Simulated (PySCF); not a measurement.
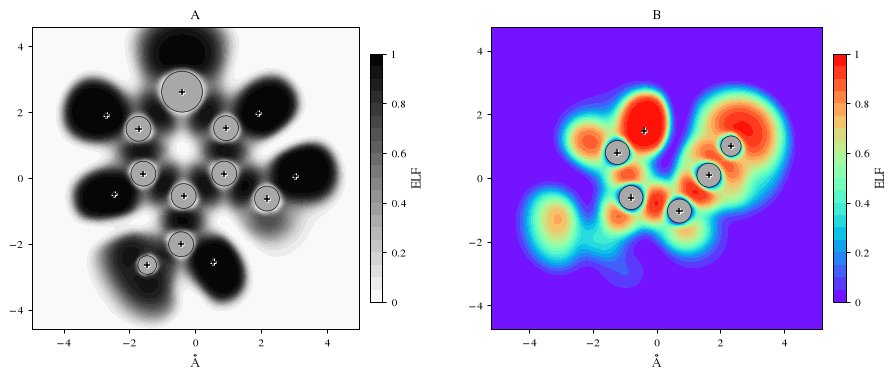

The electron localisation function of 2 systems, each on a plane through atoms (crosses mark nuclei in the plane; grey discs cover the cores).

Level of theory: PySCF 2.14.0, PBE0/pcSseg-1, SCF density, gas phase, non-relativistic.

System 1: C7H7OP (SMILES Cc1cpccc1C=O), the plane of atoms P4, C5 and H14. Geometry: GFN2-xTB.

```csv
atom,x (Å),y (Å),z (Å)
C,1.9746,0.5347,-0.2973
C,0.4819,0.5432,-0.1337
C,-0.1762,1.7533,-0.2399
P,-1.8807,2.0435,-0.0965
C,-2.4334,0.4250,0.2022
C,-1.6135,-0.6716,0.2748
C,-0.2227,-0.6479,0.1200
C,0.4576,-1.9417,0.2385
O,-0.0997,-2.9925,0.4514
H,2.3422,1.5406,-0.4863
H,2.4594,0.1586,0.6024
H,2.2669,-0.0974,-1.1346
H,0.4257,2.6338,-0.4358
H,-3.4983,0.2873,0.3381
H,-2.0463,-1.6459,0.4664
H,1.5549,-1.9139,0.1189
```

System 2: C6H6NO2 (SMILES N#CCC1(C(=O)[O-])CC1) (charge −1), the plane of atoms C3, C4 and C8. Geometry: GFN2-xTB, MD frame at 250 fs, 300 K.

```yaml
atoms:
  - { symbol: N, position_ang: [-2.5101, 1.5254, -1.7506] }
  - { symbol: C, position_ang: [-1.8742, 1.3804, -0.7944] }
  - { symbol: C, position_ang: [-1.2271, 0.9489, 0.4402] }
  - { symbol: C, position_ang: [-0.0984, -0.1393, 0.2253] }
  - { symbol: C, position_ang: [1.1449, 0.2343, 1.1295] }
  - { symbol: O, position_ang: [2.1134, -0.6454, 1.1171] }
  - { symbol: O, position_ang: [1.0941, 1.2560, 1.7852] }
  - { symbol: C, position_ang: [0.1957, -0.7179, -1.1014] }
  - { symbol: C, position_ang: [-0.3989, -1.6122, -0.0706] }
  - { symbol: H, position_ang: [-1.9718, 0.4491, 1.0971] }
  - { symbol: H, position_ang: [-0.8352, 1.8600, 0.9219] }
  - { symbol: H, position_ang: [-0.5011, -0.3948, -1.8640] }
  - { symbol: H, position_ang: [1.2463, -0.8317, -1.3129] }
  - { symbol: H, position_ang: [-1.4330, -1.8893, -0.1749] }
  - { symbol: H, position_ang: [0.1862, -2.2594, 0.5743] }
```

### Which map belongs to which system?

Panel A is system 1, C7H7OP: the plane holds C, P, O and H. C–O (1.21 Å): the ELF peaks at about 0.85 between the atoms: a multiple bond. Panel B is system 2, C6H6NO2: the plane holds N, C and H. C–N (1.16 Å): the ELF peaks at about 0.85 between the atoms: a short, multiple covalent bond.
